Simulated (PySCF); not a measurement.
**One shape, several levels: C2H3Al (AlH2(CCH))**

We compute a comparison of 3 runs (HF/x2c-SVPall, HF/x2c-TZVPall, HF/x2c-TZVPPall) of C2H3Al (AlH2(CCH)). Input form: a Python script.

The results are computed with PySCF 2.14.0.

### Step 1. Starting point

The species is C2H3Al (6 atoms), meant as a singlet with charge 0. SMILES: `[H][Al]([H])[C]#C`. Geometry: a GFN2-xTB relaxation, a rough one for these elements and not checked as a minimum.

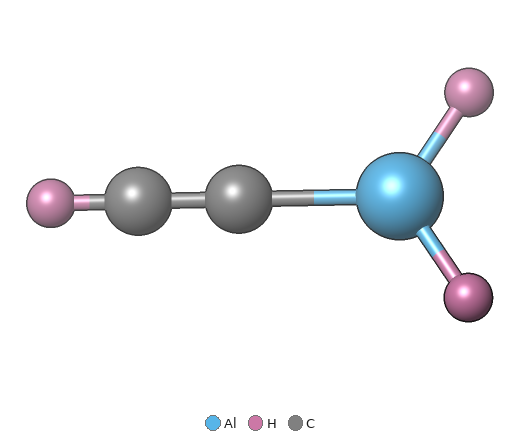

Viewed from a chosen angle; aluminium blue, hydrogen pink, carbon grey.

### Step 2. The response to a field at HF/x2c-SVPall (sfX2C) (run 1)

job.py reads:

```python
import numpy
from pyscf import gto, scf
from pyscf.prop.polarizability import rhf

molecule = gto.M(
    atom='''
Al     0.636700     1.104060     0.008270
H      2.184640     1.168380     0.055200
H     -0.074300     2.481620    -0.025410
C     -0.337220    -0.577860    -0.007010
C     -0.942540    -1.629920    -0.012640
H     -1.467290    -2.546290    -0.018410
''',
    verbose=3,
    charge=0,
    max_memory=1860,
    basis='x2c-svpall',
)

myscf = scf.RHF(molecule)
myscf = myscf.x2c()
myscf.conv_tol = 1e-10
myscf.kernel()
if not myscf.converged:
    myscf = myscf.newton().run(myscf.mo_coeff, myscf.mo_occ)

e_final = myscf.e_tot
print('Final energy', e_final)
pol = rhf.Polarizability(myscf)
alpha = pol.polarizability()
print('isotropic polarizability %.4f bohr^3' % (numpy.trace(alpha) / 3))
alpha_w = pol.polarizability_with_freq(freq=0.0774)
beta = pol.hyper_polarizability()
```

Started as:

```
OMP_NUM_THREADS=1 python job.py
```

The log of the run:

```text
converged SCF energy = -319.656437359449
Final energy -319.65643735944866
isotropic polarizability 37.9682 bohr^3
```

Wall time 9.3 s (1 thread of Arm Neoverse V1, shared host); peak memory 0.14 GiB.

### Step 3. The polarisability at HF/x2c-TZVPall (sfX2C) (run 2)

job.py reads:

```python
import numpy
from pyscf import gto
from pyscf.prop.polarizability import rhf

system = gto.M(
    atom='''
Al       0.636700       1.104060       0.008270
H        2.184640       1.168380       0.055200
H       -0.074300       2.481620      -0.025410
C       -0.337220      -0.577860      -0.007010
C       -0.942540      -1.629920      -0.012640
H       -1.467290      -2.546290      -0.018410
''',
    basis='x2c-tzvpall',
    verbose=3,
    max_memory=1860,
)

mf = system.RHF()
mf = mf.sfx2c1e()
mf.conv_tol = 1e-10
mf.kernel()
if not mf.converged:
    mf = mf.newton().run(mf.mo_coeff, mf.mo_occ)

energy = mf.e_tot
print(f'total energy: {energy:.8f} hartree')
pol = rhf.Polarizability(mf)
alpha = pol.polarizability()
print('isotropic polarizability %.4f bohr^3' % (numpy.trace(alpha) / 3))
alpha_w = pol.polarizability_with_freq(freq=0.0774)
beta = pol.hyper_polarizability()
```

Started as:

```
OMP_NUM_THREADS=1 python job.py
```

The log of the run:

```text
converged SCF energy = -319.835381934609
total energy: -319.83538193 hartree
isotropic polarizability 43.9085 bohr^3
```

Wall time 2.4 min (1 thread of Arm Neoverse V1, shared host); peak memory 0.32 GiB.

### Step 4. The response to a field at HF/x2c-TZVPPall (sfX2C) (run 3)

calc.py reads:

```python
import numpy
from pyscf import gto, scf
from pyscf.prop.polarizability import rhf

system = gto.M(
    atom='''
Al   0.636700   1.104060   0.008270
H    2.184640   1.168380   0.055200
H   -0.074300   2.481620  -0.025410
C   -0.337220  -0.577860  -0.007010
C   -0.942540  -1.629920  -0.012640
H   -1.467290  -2.546290  -0.018410
''',
    basis='x2c-tzvppall',
    max_memory=1860,
    verbose=3,
)

myscf = scf.RHF(system)
myscf = myscf.x2c()
myscf.conv_tol = 1e-10
myscf.kernel()
if not myscf.converged:
    myscf = myscf.newton().run(myscf.mo_coeff, myscf.mo_occ)

energy = myscf.e_tot
print(f'total energy: {energy:.8f} hartree')
pol = rhf.Polarizability(myscf)
alpha = pol.polarizability()
print('isotropic polarizability %.4f bohr^3' % (numpy.trace(alpha) / 3))
alpha_w = pol.polarizability_with_freq(freq=0.0774)
beta = pol.hyper_polarizability()
```

Started as:

```
OMP_NUM_THREADS=1 python calc.py
```

The log of the run:

```text
converged SCF energy = -319.836168157313
total energy: -319.83616816 hartree
isotropic polarizability 44.1685 bohr^3
```

Run time: 5.6 min. Hardware: 1 thread of Arm Neoverse V1, shared host; peak memory 0.58 GiB.

### Step 5. Overview of the runs

```tsv
run	level	energy (Eh)	dipole moment (D)	HOMO energy (eV)	LUMO energy (eV)	wall time
1	HF/x2c-SVPall (sfX2C)	-319.656437	0.78	-10.76	1.04	9.3 s
2	HF/x2c-TZVPall (sfX2C)	-319.835382	0.68	-10.77	0.90	2.4 min
3	HF/x2c-TZVPPall (sfX2C)	-319.836168	0.67	-10.77	0.90	5.6 min
```

### Step 6. What came out

| quantity | value |
| --- | --- |
| run 3: total energy | -319.83617 Eh |
| run 3: dipole moment | 0.67 D |
| run 3: HOMO energy | -10.77 eV |
| run 3: LUMO energy | 0.90 eV |
| run 3: HOMO–LUMO gap | 11.67 eV |
| run 3: mean static polarisability | 44.2 bohr³ |
| run 3: mean polarisability at ω = 0.0774 Eh | 45.8 bohr³ |

What this shows: The dipole moment (its size) runs from 0.67 D (HF/x2c-TZVPPall) to 0.78 D (HF/x2c-SVPall). The HOMO–LUMO gap runs from 11.67 eV (HF/x2c-TZVPPall) to 11.80 eV (HF/x2c-SVPall). All runs together took 8.1 min, the longest 5.6 min.
